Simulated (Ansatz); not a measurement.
The reference is InSe in the beta-GaS type structure (space group P6_3/mmc, No. 194; a = 4.0321 Å, c = 16.7641 Å; layered, stacked along the Cartesian z axis). Axes: x lies along a and z along c of the hexagonal cell.

Modification: uniaxial strain ε_zz = +0.47 %, all other strain components held at zero, atoms relaxed at fixed cell.

Method: PBE-D3(BJ) (Ansatz, a program for electronic structure, PAW, no spin-orbit coupling).

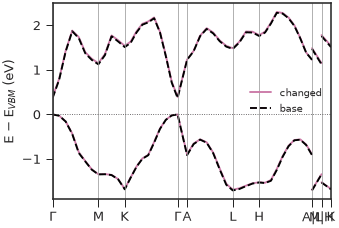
Highest valence and lowest conduction band along the path, each from its own valence-band maximum

Problem. From the figure, how large is the changed gap, and is it direct?

Solution. About 0.39 eV, direct at Γ.

Whether these cells are dynamically stable was not tested.
